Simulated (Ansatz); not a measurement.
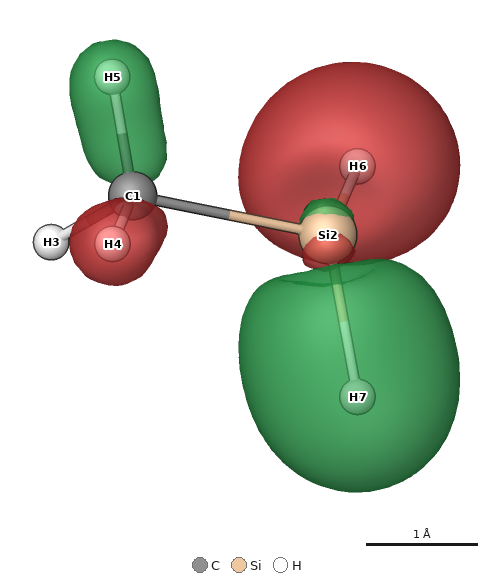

Figure. CH5Si (doublet). The HOMO−1 (β) at ±0.15 Å⁻³ᐟ² (green and red are the two phases), seen at a tilt.

All numbers below come from UKS BLYP/def2-mTZVP (Ansatz 0.2.0).

```xyz
7

C    -0.1236   -0.8115    0.0970
Si    0.1801    1.0541    0.3226
H    -0.2057   -1.0709   -0.9699
H     0.6979   -1.4023    0.5225
H    -1.0530   -1.1251    0.5899
H    -0.9521    1.8675   -0.2289
H     1.4564    1.4882   -0.3333
```

Where does this orbital lie, and at what energy?

It lies mainly on Si2 (about 40 %), H6 (about 25 %) and H7 (about 25 %). Its energy is −7.99 eV.
